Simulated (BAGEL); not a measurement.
# A workflow on CH7NOSi (SMILES CO[SiH2]N)

Wanted: the energy (HF/cc-pVDZ), then a single-point energy (NEVPT2(2,2)/cc-pVDZ), then a single-point energy (CASPT2(2,2)/cc-pVDZ) of CH7NOSi. 

Program for the calculation: BAGEL 1.2.2.

1 further run of the same task is left out (set aside as unsound or not needed).

### 1 Starting point

CH7NOSi has 11 atoms, charge 0, and is taken as a singlet. As SMILES, `CO[SiH2]N`. The C1–Si3 distance was set to 5.013 Å, away from the relaxed value. At this shape a bond of the SMILES string is far longer than usual.

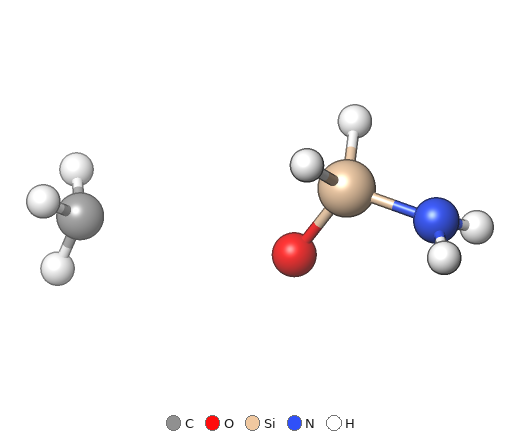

The structure, seen from a chosen angle (carbon grey, oxygen red, silicon light orange, nitrogen blue, hydrogen white).

### 2 A single-point energy at HF/cc-pVDZ (density fitting with svp-jkfit) (run 1)

Input file input.json:

```json
{ "bagel" : [

{
  "title" : "molecule",
  "basis" : "cc-pvdz.json",
  "df_basis" : "svp-jkfit",
  "angstrom" : true,
  "geometry" : [
    { "atom" : "C", "xyz" : [   -0.735760,    3.877652,    1.809335 ] },
    { "atom" : "O", "xyz" : [   -0.610600,    0.508700,   -0.227100 ] },
    { "atom" : "Si", "xyz" : [    0.533800,   -0.642700,    0.054300 ] },
    { "atom" : "N", "xyz" : [    0.344700,   -2.006900,   -0.943700 ] },
    { "atom" : "H", "xyz" : [    0.177940,    4.468652,    1.671435 ] },
    { "atom" : "H", "xyz" : [   -1.581960,    4.466952,    1.451535 ] },
    { "atom" : "H", "xyz" : [   -0.871160,    3.697552,    2.882935 ] },
    { "atom" : "H", "xyz" : [    0.421900,   -1.079900,    1.472300 ] },
    { "atom" : "H", "xyz" : [    1.874600,   -0.055000,   -0.212100 ] },
    { "atom" : "H", "xyz" : [   -0.403400,   -2.661100,   -0.783300 ] },
    { "atom" : "H", "xyz" : [    0.593600,   -1.968000,   -1.918400 ] }
  ]
},
{
  "title" : "hf"
},
{
  "title" : "print",
  "file" : "orbitals.molden",
  "orbitals" : true
}

]}
```

The basis set cc-pVDZ is read from a file made from the Basis Set Exchange's data (not shown).

Launch:

```
BAGEL_NUM_THREADS=1 BAGEL input.json > input.out
```

Output:

```text
* using 1 threads per process

  ===============================================================
  ===============================================================

  *** Geometry ***

  { "atom" : "C", "xyz" : [     -1.390385,      7.327700,      3.419148 ] },
  { "atom" : "O", "xyz" : [     -1.153867,      0.961304,     -0.429157 ] },
  { "atom" : "Si", "xyz" : [      1.008736,     -1.214527,      0.102612 ] },
[... 7 lines of this table left out ...]
  { "atom" : "H", "xyz" : [      1.121741,     -3.718981,     -3.625251 ] },

  Number of auxiliary basis functions:      483

  Since a DF basis is specified, we compute 2- and 3-index integrals:
    o Being stored without compression. Storage requirement is 0.035 GB

  Number of basis functions:       95
  Number of electrons      :       42

    * METHOD: MOLECULE                             0.22

  *** RHF ***

  === Nuclear Repulsion ===
   150.5853247690

      * DIIS with orbital gradients will be used.

  === RHF iteration (cc-pvdz.json) ===
      0       -459.44487359          0.01960729           0.06
      1       -457.45817867          0.04787729           0.06
      2       -459.86153995          0.00679185           0.06
[... 22 lines of this table left out ...]
     25       -459.93203851          0.00000001           0.06
    * SCF iteration converged.

    * Permanent dipole moment:
           (    0.495687,    -3.034738,    -1.505735) a.u.

    * METHOD: HF                                   1.76

    * METHOD: PRINT                                0.02

  ===============================================================
```

Wall time 2.2 s (1 thread of Arm Neoverse V2, shared host); peak memory 0.15 GiB.

### 3 The energy at NEVPT2(2,2)/cc-pVDZ (density fitting with svp-jkfit) (run 2)

Input file calc.json:

```json
{ "bagel": [

{
  "title": "molecule",
  "basis": "cc-pvdz.json",
  "df_basis": "svp-jkfit",
  "angstrom": "true",
  "geometry": [
    { "atom": "C", "xyz": [      -0.735760,       3.877652,       1.809335 ] },
    { "atom": "O", "xyz": [      -0.610600,       0.508700,      -0.227100 ] },
    { "atom": "Si", "xyz": [       0.533800,      -0.642700,       0.054300 ] },
    { "atom": "N", "xyz": [       0.344700,      -2.006900,      -0.943700 ] },
    { "atom": "H", "xyz": [       0.177940,       4.468652,       1.671435 ] },
    { "atom": "H", "xyz": [      -1.581960,       4.466952,       1.451535 ] },
    { "atom": "H", "xyz": [      -0.871160,       3.697552,       2.882935 ] },
    { "atom": "H", "xyz": [       0.421900,      -1.079900,       1.472300 ] },
    { "atom": "H", "xyz": [       1.874600,      -0.055000,      -0.212100 ] },
    { "atom": "H", "xyz": [      -0.403400,      -2.661100,      -0.783300 ] },
    { "atom": "H", "xyz": [       0.593600,      -1.968000,      -1.918400 ] }
  ]
},

{
  "title": "hf"
},

{
  "title": "nevpt2",
  "nstate": 1,
  "nact": 2,
  "nclosed": 20,
  "active": [21, 22],
  "maxiter": 200,
  "natocc": "true",
  "ncore": 8
},

{
  "title": "print",
  "file": "orbitals.molden",
  "orbitals": "true"
}

]}
```

The basis set cc-pVDZ is read from a file made from the Basis Set Exchange's data (not shown).

Launch:

```
BAGEL_NUM_THREADS=1 BAGEL calc.json > calc.out
```

Output:

```text
* using 1 threads per process

  ===============================================================
  ===============================================================

  *** Geometry ***

  { "atom" : "C", "xyz" : [     -1.390385,      7.327700,      3.419148 ] },
  { "atom" : "O", "xyz" : [     -1.153867,      0.961304,     -0.429157 ] },
  { "atom" : "Si", "xyz" : [      1.008736,     -1.214527,      0.102612 ] },
[... 7 lines of this table left out ...]
  { "atom" : "H", "xyz" : [      1.121741,     -3.718981,     -3.625251 ] },

[... 23 lines left out ...]
    * SCF iteration converged.
[... 1 line left out ...]
    * Permanent dipole moment:
[... 28 lines left out ...]
    * Second-order optimization converged. *
[... 9 lines left out ...]
     * ci vector, state   0, <S^2> = 0.0000
       2.     0.7106340879
       .2    -0.7035617906

  === DF-NEVPT2 calculation ===

    * 3-index integral transformation done
    * assembly done

      NEVPT2 correlation energy:   -0.5426009008      0.23

          (+0)     -0.4493536083
          (+0)'    -0.0128821048
          (+1)     -0.0156659594
          (+1)'    -0.0000000000
          (+2)     -0.0000012000
          (-1)     -0.0646883592
          (-1)'     0.0000000000
          (-2)     -0.0000096691

      NEVPT2 total energy:       -460.6707378552

    * METHOD: NEVPT2                              13.17

    * METHOD: PRINT                                0.02

  ===============================================================
```

It took 16 s on 1 thread of Arm Neoverse V2, shared host; peak memory 0.15 GiB.

### 4 The energy at CASPT2(2,2)/cc-pVDZ (density fitting with svp-jkfit) (run 3)

Input file job.json:

```json
{ "bagel": [

{
  "title": "molecule",
  "basis": "cc-pvdz.json",
  "df_basis": "svp-jkfit",
  "angstrom": true,
  "geometry": [
    { "atom": "C", "xyz": [      -0.735760,       3.877652,       1.809335 ] },
    { "atom": "O", "xyz": [      -0.610600,       0.508700,      -0.227100 ] },
    { "atom": "Si", "xyz": [       0.533800,      -0.642700,       0.054300 ] },
    { "atom": "N", "xyz": [       0.344700,      -2.006900,      -0.943700 ] },
    { "atom": "H", "xyz": [       0.177940,       4.468652,       1.671435 ] },
    { "atom": "H", "xyz": [      -1.581960,       4.466952,       1.451535 ] },
    { "atom": "H", "xyz": [      -0.871160,       3.697552,       2.882935 ] },
    { "atom": "H", "xyz": [       0.421900,      -1.079900,       1.472300 ] },
    { "atom": "H", "xyz": [       1.874600,      -0.055000,      -0.212100 ] },
    { "atom": "H", "xyz": [      -0.403400,      -2.661100,      -0.783300 ] },
    { "atom": "H", "xyz": [       0.593600,      -1.968000,      -1.918400 ] }
  ]
},

{
  "title": "hf",
  "charge": 0
},

{
  "title": "casscf",
  "nstate": 1,
  "nact": 2,
  "nclosed": 20,
  "charge": 0,
  "active": [21, 22],
  "maxiter": 200,
  "natocc": true
},

{
  "title": "print",
  "file": "orbitals.molden",
  "orbitals": true
},

{
  "title": "smith",
  "method": "caspt2",
  "ms": true,
  "xms": true,
  "sssr": true,
  "shift": 0.2,
  "shift_imag": true,
  "ncore": 8
}

]}
```

The basis set cc-pVDZ is read from a file made from the Basis Set Exchange's data (not shown).

Launch:

```
BAGEL_NUM_THREADS=1 BAGEL job.json > job.out
```

Output:

```text
* using 1 threads per process

  ===============================================================
  ===============================================================

  *** Geometry ***

  { "atom" : "C", "xyz" : [     -1.390385,      7.327700,      3.419148 ] },
  { "atom" : "O", "xyz" : [     -1.153867,      0.961304,     -0.429157 ] },
  { "atom" : "Si", "xyz" : [      1.008736,     -1.214527,      0.102612 ] },
[... 7 lines of this table left out ...]
  { "atom" : "H", "xyz" : [      1.121741,     -3.718981,     -3.625251 ] },

[... 25 lines left out ...]
    * Permanent dipole moment:
[... 37 lines left out ...]
     * ci vector, state   0, <S^2> = 0.0000
[... 21 lines left out ...]
       #      aibj      arbs      arbi      airj      risj      airs      arst      rist         Etot      error   time
[... 8 lines left out ...]
      ------------------------------------------------------------------------------------------------------------------

    * CASPT2 energy : state  0     -460.6800788766
        w/o shift correction       -460.6774211941
        reference weight              0.8505605123

    * METHOD: SMITH                                0.80

  ===============================================================
```

It took 16 s on 1 thread of Arm Neoverse V2, shared host; peak memory 0.25 GiB.

### 5 Results

| quantity | value |
| --- | --- |
| run 1, HF/cc-pVDZ: total energy | -459.93204 Eh |
| run 1, HF/cc-pVDZ: dipole moment | 8.70 D |
| run 1, HF/cc-pVDZ: HOMO energy | -7.58 eV |
| run 1, HF/cc-pVDZ: LUMO energy | -3.27 eV |
| run 1, HF/cc-pVDZ: HOMO–LUMO gap | 4.31 eV |
| run 2, NEVPT2(2,2)/cc-pVDZ: total energy | -460.67074 Eh |
| run 3, CASPT2(2,2)/cc-pVDZ: total energy | -460.68008 Eh |

In words: One bond (run 1, HF/cc-pVDZ) is far stretched, which a spin-restricted single reference describes badly; a broken-symmetry solution may lie lower.
